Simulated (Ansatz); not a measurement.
# Geometry relaxation, with input and output: TiH₂ClOF₃

The run: geometry relaxation of TiH₂ClOF₃. Method and program: RKS LDA/def2-SVP (Ansatz 0.2.0).

It belongs to a series of runs on one base structure; here: end point A relaxed. Figures and captions count atoms from 1; the log counts them from 0 in places.

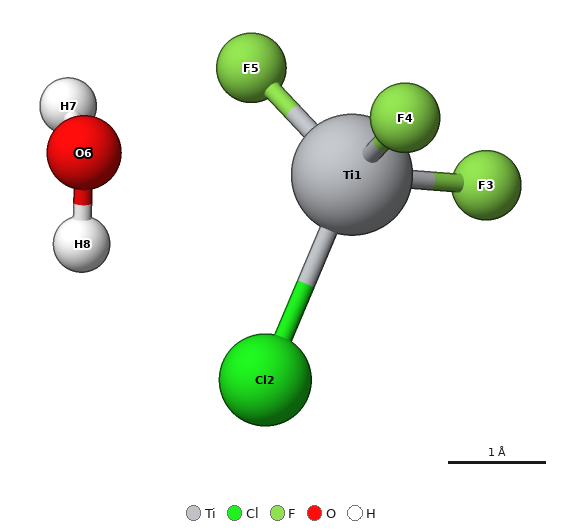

Fig. 1: The structure as given in the input (ball-and-stick view, seen at a tilt; atoms are numbered from 1 in the order of the input). Sticks mark near contacts. Bond lengths as drawn: Cl–Ti 2.32 Å, F–Ti 1.71 to 1.72 Å and H–O 0.98 to 0.99 Å.

Key numbers

```csv
quantity,value
outcome,converged
total energy,−45699.8641 eV
mean-field energy,−45699.8641 eV
largest force (length of the vector) at the end,0.031 eV/Å
hardware,"4 threads of Arm Neoverse V1, 24 GiB of memory available, shared host"
wall time,8.7 s (CPU time 31 s)
peak memory,0.18 GiB
```

The input
```yaml
crystal:
  periodic: [false, false, false]
  atoms:
    - { symbol: Ti, position_ang: [0.210373, 0.102348, -0.035492] }
    - { symbol: Cl, position_ang: [0.282454, 0.052667, 2.280792] }
    - { symbol: F, position_ang: [1.820739, -0.114918, -0.563194] }
    - { symbol: F, position_ang: [-0.279883, 1.597645, -0.702375] }
    - { symbol: F, position_ang: [-0.677672, -1.228112, -0.67824] }
    - { symbol: O, position_ang: [-2.717952, -0.007363, 0.967343] }
    - { symbol: H, position_ang: [-2.646061, -0.887847, 0.538079] }
    - { symbol: H, position_ang: [-2.237898, -0.14412, 1.825787] }
basis:
  gaussian: { orbitals: def2-SVP }
hamiltonian:
  xc: lda
relax:
  f_tol: 0.03
  max_steps: 50
output:
  orbitals: {}
```

Run as:
```bash
ansatz run input.yaml --threads 4 --pin off --max-ram 5120MiB --backend cpu --events-out ev --progress --plain --runs-dir out
```

What the program printed
```
The last accepted step is kept in [file] (removed where the run ends without a failure and the disk answers)
Engine: ansatz 0.2.0, aarch64-unknown-linux-gnu
Functional definition: SPW92
  exchange = slater_x
  correlation = pw_c
1278 factors; their error is unknown
mean field evaluation 1: about -45690.6276 eV, gradient 7.3e1 eV
mean field evaluation 2: about -45306.8208 eV, gradient 4.0e2 eV
mean field evaluation 4: about -45693.1292 eV, gradient 5.3e1 eV
mean field evaluation 8: about -45699.2444 eV, gradient 5.8e-1 eV
mean field evaluation 16: about -45699.1937 eV, gradient 3.3e-4 eV
mean field -45699.19370693 eV, -1679.4143927037 hartree, gradient 3.7e-5 eV, S^2 0.000000; 0 other end points of the search recorded, 0 dependent functions left out
the calculation of the forces begins
reference -45699.19380079 eV, -1679.4143961529 hartree; 38, 38 occupied and 77, 77 virtual orbitals, 1278 factors
relax step   1: F+E_penalty+E_count = -45699.19370693 eV  Δ(F+E_penalty+E_count) = +0.000e0 eV  max|allowed force component| = 1.760e0 eV/Å  Δτ_max = 0.0000 Å  (30 SCF iters, accepted)
these checks for a lower state are left out or cut short: starts, cluster_reference, orbital_swaps, neighbouring_geometries, increment
1278 factors; their error is unknown
mean field -45699.45538963 eV, -1679.4240093656 hartree, gradient 1.2e-5 eV, S^2 0.000000; 0 other end points of the search recorded, 0 dependent functions left out
the calculation of the forces begins
reference -45699.45548355 eV, -1679.4240128171 hartree; 38, 38 occupied and 77, 77 virtual orbitals, 1278 factors
relax step   2: F+E_penalty+E_count = -45699.45538963 eV  Δ(F+E_penalty+E_count) = -2.617e-1 eV  max|allowed force component| = 1.110e0 eV/Å  Δτ_max = 0.1988 Å  (37 SCF iters, accepted)
these checks for a lower state are left out or cut short: starts, cluster_reference, orbital_swaps, neighbouring_geometries, increment
1278 factors; their error is unknown
mean field evaluation 32: about -45699.6559 eV, gradient 1.3e-5 eV
mean field -45699.65587241 eV, -1679.4313769717 hartree, gradient 2.0e-5 eV, S^2 0.000000; 0 other end points of the search recorded, 0 dependent functions left out
the calculation of the forces begins
reference -45699.65596692 eV, -1679.4313804450 hartree; 38, 38 occupied and 77, 77 virtual orbitals, 1278 factors
relax step   3: F+E_penalty+E_count = -45699.65587241 eV  Δ(F+E_penalty+E_count) = -2.005e-1 eV  max|allowed force component| = 1.393e0 eV/Å  Δτ_max = 0.1950 Å  (35 SCF iters, accepted)
these checks for a lower state are left out or cut short: starts, cluster_reference, orbital_swaps, neighbouring_geometries, increment
1278 factors; their error is unknown
mean field -45699.82616161 eV, -1679.4376349843 hartree, gradient 8.7e-6 eV, S^2 0.000000; 0 other end points of the search recorded, 0 dependent functions left out
the calculation of the forces begins
reference -45699.82625787 eV, -1679.4376385220 hartree; 38, 38 occupied and 77, 77 virtual orbitals, 1278 factors
relax step   4: F+E_penalty+E_count = -45699.82616161 eV  Δ(F+E_penalty+E_count) = -1.703e-1 eV  max|allowed force component| = 1.088e0 eV/Å  Δτ_max = 0.1977 Å  (37 SCF iters, accepted)
these checks for a lower state are left out or cut short: starts, cluster_reference, orbital_swaps, neighbouring_geometries, increment
1278 factors; their error is unknown
mean field -45699.85343567 eV, -1679.4386372878 hartree, gradient 1.5e-5 eV, S^2 0.000000; 0 other end points of the search recorded, 0 dependent functions left out
the calculation of the forces begins
reference -45699.85353168 eV, -1679.4386408159 hartree; 38, 38 occupied and 77, 77 virtual orbitals, 1278 factors
relax step   5: F+E_penalty+E_count = -45699.85343567 eV  Δ(F+E_penalty+E_count) = -2.727e-2 eV  max|allowed force component| = 2.541e-1 eV/Å  Δτ_max = 0.0415 Å  (32 SCF iters, accepted)
these checks for a lower state are left out or cut short: starts, cluster_reference, orbital_swaps, neighbouring_geometries, increment
1278 factors; their error is unknown
mean field -45699.86253668 eV, -1679.4389717437 hartree, gradient 1.2e-5 eV, S^2 0.000000; 0 other end points of the search recorded, 0 dependent functions left out
the calculation of the forces begins
reference -45699.86263295 eV, -1679.4389752813 hartree; 38, 38 occupied and 77, 77 virtual orbitals, 1278 factors
relax step   6: F+E_penalty+E_count = -45699.86253668 eV  Δ(F+E_penalty+E_count) = -9.101e-3 eV  max|allowed force component| = 8.636e-2 eV/Å  Δτ_max = 0.0274 Å  (32 SCF iters, accepted)
these checks for a lower state are left out or cut short: starts, cluster_reference, orbital_swaps, neighbouring_geometries, increment
1278 factors; their error is unknown
mean field evaluation 64: about -45699.8640 eV, gradient 8.6e-6 eV
mean field -45699.86404811 eV, -1679.4390272875 hartree, gradient 8.6e-6 eV, S^2 0.000000; 0 other end points of the search recorded, 0 dependent functions left out
the calculation of the forces begins
reference -45699.86414445 eV, -1679.4390308281 hartree; 38, 38 occupied and 77, 77 virtual orbitals, 1278 factors
relax step   7: F+E_penalty+E_count = -45699.86404811 eV  Δ(F+E_penalty+E_count) = -1.511e-3 eV  max|allowed force component| = 2.893e-2 eV/Å  Δτ_max = 0.0148 Å  (31 SCF iters, accepted)
```

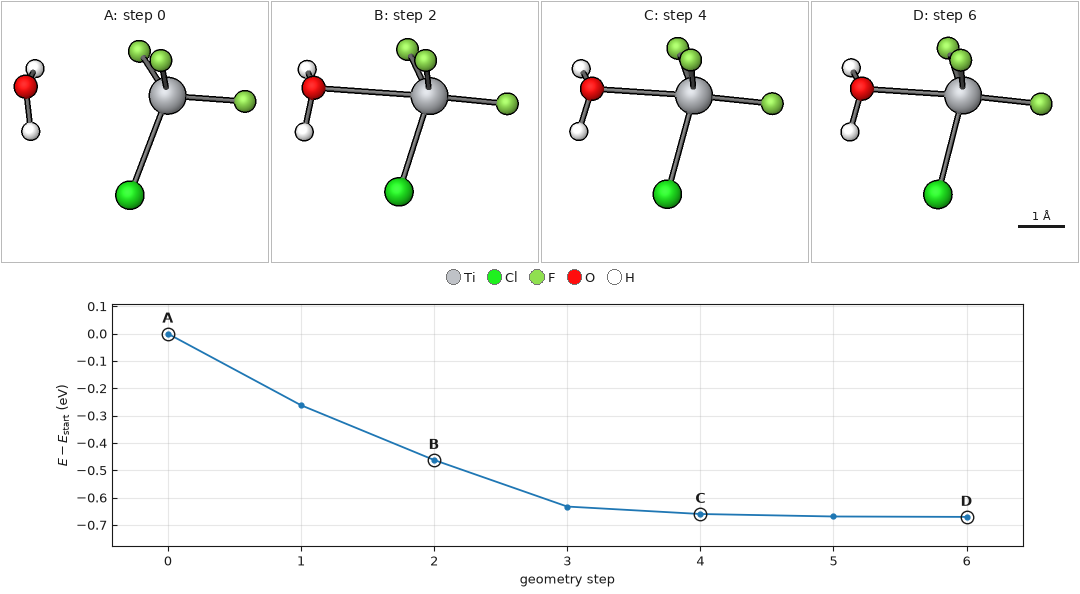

Fig. 2: Frames of the relaxation (ball-and-stick view, seen on its broad side) above the curves, on which the letters mark them (the first geometry is step 0 here and step 1 in the log).

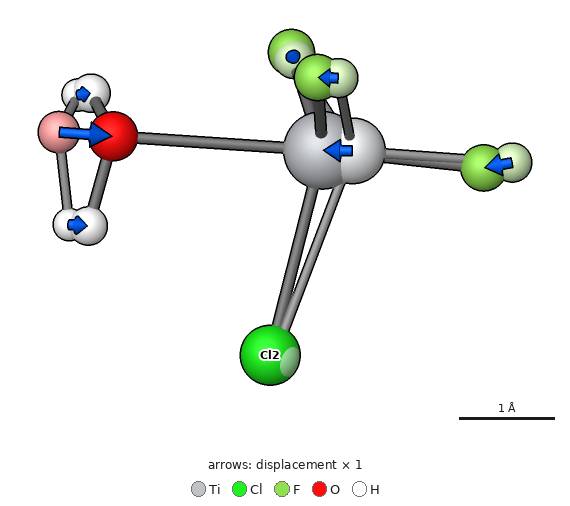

Fig. 3: Start (faint) and end (solid) with the displacements as blue arrows, at true length (ball-and-stick view, seen on its broad side). The two geometries are laid on each other by the best rigid fit. After 6 geometry steps the energy has fallen by 0.670 eV. Largest force component: 1.8 eV/Å at the start, 0.029 eV/Å at the end. The largest move after the best rigid fit is that of O6, 0.57 Å. Largest moves by element: O 0.57 Å, Ti 0.32 Å, F 0.31 Å, H 0.22 Å, Cl 0.06 Å. Distances before and after: Ti1–O6 3.097 → 2.208 Å, Ti1–Cl2 2.318 → 2.227 Å, Ti1–F5 1.724 → 1.744 Å, Ti1–F3 1.708 → 1.722 Å. New bonds form: Ti1–O6 (3.10 → 2.21 Å). Among the angles that change: Cl2–Ti1–F3 106.1° → 97.7°, Cl2–Ti1–F5 111.8° → 119.9°, F3–Ti1–F5 105.8° → 98.8°. (Atoms are counted from 1 in the order of the input.)

```
1278 factors; their error is unknown
mean field -45699.86404811 eV, -1679.4390272875 hartree, gradient 8.5e-6 eV, S^2 0.000000; 1 other end points of the search recorded, 0 dependent functions left out
the calculation of the forces begins
reference -45699.86414445 eV, -1679.4390308281 hartree; 38, 38 occupied and 77, 77 virtual orbitals, 1278 factors
Total energy: -45699.86414445 eV, -1679.4390308281 hartree
Atom 0 at    -0.083626     0.056594     0.080474 Å, force     0.014706     0.016939     0.000349 eV/Å
Atom 1 at     0.239285     0.014537     2.283899 Å, force     0.003559     0.010988     0.002798 eV/Å
Atom 2 at     1.563438    -0.093128    -0.397682 Å, force     0.013391    -0.008032    -0.001948 eV/Å
Atom 3 at    -0.485361     1.572867    -0.622492 Å, force     0.001183     0.000109     0.006149 eV/Å
Atom 4 at    -0.724528    -1.347532    -0.731074 Å, force    -0.017965     0.001415     0.000246 eV/Å
Atom 5 at    -2.174445     0.036955     0.789230 Å, force    -0.010042    -0.028931    -0.001942 eV/Å
Atom 6 at    -2.530116    -0.818832     0.467736 Å, force    -0.006861     0.008824     0.002952 eV/Å
Atom 7 at    -2.050548    -0.051162     1.762608 Å, force     0.002031    -0.001311    -0.008604 eV/Å
Dipole moment:    -0.629847    -0.269743     0.252619 e Å
```

Trajectory as extended XYZ (Å, eV, eV/Å), 7 frames, from step=1 to step=7
```
8
Properties=species:S:1:pos:R:3:forces:R:3 step=1 energy=-45699.19371
Ti    0.2104    0.1023   -0.0355   -0.5744  -0.0185   1.7605
Cl    0.2825    0.0527    2.2808   -0.1164   0.0260  -1.5788
F     1.8207   -0.1149   -0.5632    0.0157  -0.0171  -0.0006
F    -0.2799    1.5976   -0.7024   -0.0058  -0.0204   0.0158
F    -0.6777   -1.2281   -0.6782    0.0064   0.0047  -0.0004
O    -2.7180   -0.0074    0.9673    0.8954  -0.1942   0.1927
H    -2.6461   -0.8878    0.5381   -0.0227   0.1300   0.0687
H    -2.2379   -0.1441    1.8258   -0.1981   0.0896  -0.4577
8
Properties=species:S:1:pos:R:3:forces:R:3 step=2 energy=-45699.45539
Ti    0.1493    0.1001    0.0103   -0.7446  -0.0142   0.5516
Cl    0.2468    0.0514    2.2148    0.0488   0.0087  -0.2103
F     1.7652   -0.1135   -0.5144    0.0615  -0.0269   0.0046
F    -0.3137    1.5929   -0.6817   -0.0383   0.1424  -0.0017
F    -0.7070   -1.2322   -0.6705    0.0216  -0.2247  -0.1059
O    -2.5356    0.0301    0.8977    0.7243  -1.1096   0.3754
H    -2.6392   -0.9019    0.5510    0.0939   0.8788   0.0985
H    -2.2118   -0.1565    1.8255   -0.1671   0.3456  -0.7122
8
Properties=species:S:1:pos:R:3:forces:R:3 step=3 energy=-45699.65587
Ti    0.0512    0.0805    0.0407   -0.7023   0.0400   0.1639
Cl    0.2373    0.0423    2.2213    0.1173  -0.0116   0.2649
F     1.6875   -0.1020   -0.4515   -0.0393  -0.0244  -0.0113
F    -0.3847    1.5809   -0.6601   -0.0375   0.1233  -0.0024
F    -0.7265   -1.2750   -0.6998    0.0496  -0.2640  -0.1350
O    -2.3505    0.0527    0.8407    0.3457  -1.3929   0.5276
H    -2.5976   -0.8722    0.5333    0.2706   1.0483  -0.0218
H    -2.1626   -0.1369    1.8081   -0.0040   0.4813  -0.7859
8
Properties=species:S:1:pos:R:3:forces:R:3 step=4 energy=-45699.82616
Ti   -0.0905    0.0551    0.0861    0.2660   0.0902  -0.2483
Cl    0.2558    0.0244    2.2706   -0.0307  -0.0183   0.2167
F     1.5661   -0.0927   -0.3748   -0.0944  -0.0415  -0.0364
F    -0.4832    1.5656   -0.6301   -0.0009   0.0697  -0.0029
F    -0.7536   -1.3345   -0.7323    0.0328  -0.0979  -0.0157
O    -2.1650    0.0653    0.7734   -0.4533  -1.0883   0.6885
H    -2.5080   -0.8249    0.4861    0.1687   0.6216  -0.2384
H    -2.0676   -0.0880    1.7537    0.1119   0.4646  -0.3634
8
Properties=species:S:1:pos:R:3:forces:R:3 step=5 energy=-45699.85344
Ti   -0.0631    0.0556    0.0757   -0.1533  -0.0085   0.0473
Cl    0.2251    0.0086    2.2812    0.1002   0.0048   0.0091
F     1.5831   -0.0850   -0.4119   -0.0311  -0.0189   0.0195
F    -0.4876    1.5650   -0.6273    0.0320   0.0138   0.0024
F    -0.7308   -1.3435   -0.7233    0.0614   0.0058  -0.0025
O    -2.1721    0.0508    0.7898   -0.0931  -0.1763   0.1003
H    -2.5243   -0.8117    0.4870   -0.0415  -0.0254  -0.2541
H    -2.0763   -0.0694    1.7615    0.1254   0.2046   0.0779
8
Properties=species:S:1:pos:R:3:forces:R:3 step=6 energy=-45699.86254
Ti   -0.0760    0.0558    0.0813   -0.0568  -0.0169   0.0156
Cl    0.2521    0.0070    2.2850   -0.0447   0.0128  -0.0458
F     1.5714   -0.0866   -0.3977   -0.0028  -0.0088  -0.0169
F    -0.4915    1.5681   -0.6220    0.0251   0.0059   0.0101
F    -0.7243   -1.3474   -0.7267    0.0280   0.0145   0.0109
O    -2.1814    0.0411    0.7826    0.0469  -0.0113   0.0533
H    -2.5379   -0.8179    0.4756   -0.0206  -0.0454  -0.0864
H    -2.0582   -0.0499    1.7546    0.0250   0.0492   0.0591
8
Properties=species:S:1:pos:R:3:forces:R:3 step=7 energy=-45699.86405
Ti   -0.0836    0.0566    0.0805    0.0147   0.0169   0.0003
Cl    0.2393    0.0145    2.2839    0.0036   0.0110   0.0028
F     1.5634   -0.0931   -0.3977    0.0134  -0.0080  -0.0019
F    -0.4854    1.5729   -0.6225    0.0012   0.0001   0.0061
F    -0.7245   -1.3475   -0.7311   -0.0180   0.0014   0.0002
O    -2.1744    0.0370    0.7892   -0.0100  -0.0289  -0.0019
H    -2.5301   -0.8188    0.4677   -0.0069   0.0088   0.0030
H    -2.0505   -0.0512    1.7626    0.0020  -0.0013  -0.0086
```

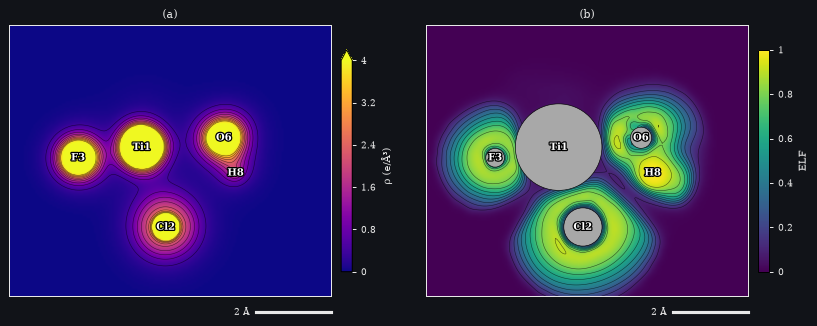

Fig. 4: (a) total electron density; (b) ELF on the plane of atoms Ti1, O6 and H8. Grey discs, where drawn, cover atomic cores. The section cuts through Ti, Cl, F, O and H sites. Ti–F (1.72 Å): ρ at the midpoint is about 1.2 e/Å³; the ELF peaks at about 0.85 in the valence shell of F, 0.5 Å from its nucleus, and drops to about 0.25 between the two atoms. Ti–O (2.21 Å): ρ is about 0.37 e/Å³ halfway; the ELF peaks at about 0.90 in the valence shell of O, 0.7 Å from its nucleus, and is about 0.15 at the midpoint.

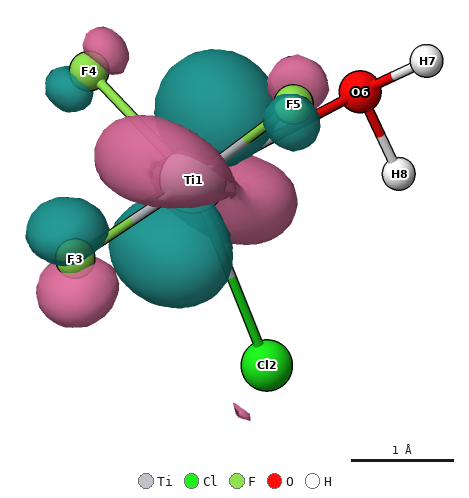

Fig. 5: One frontier orbital at ±0.2 Å⁻³ᐟ² (teal and pink are the two phases), seen at an oblique angle. The LUMO, at −3.85 eV. It lies mainly on Ti1 (75 %) and F3 (10 %).
